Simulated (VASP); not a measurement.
Energy against volume of CsBr (CsCl type). Calculation: RPBE GGA, VASP's PBE PAW potentials (set 64) (plane waves; VASP).

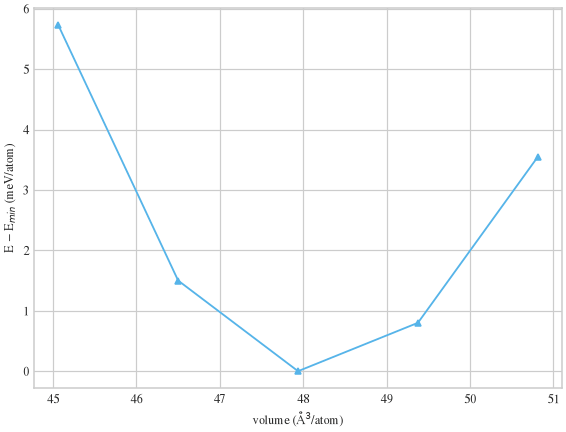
Figure. Energy against volume

Problem. Estimate the equilibrium volume and the bulk modulus.

Solution. The minimum lies near 48.1 Å³/atom, and the curvature gives B0 of about 8.4 GPa.

The compound is CsBr in the CsCl type structure. It was relaxed first, which changed the volume by +22 %.
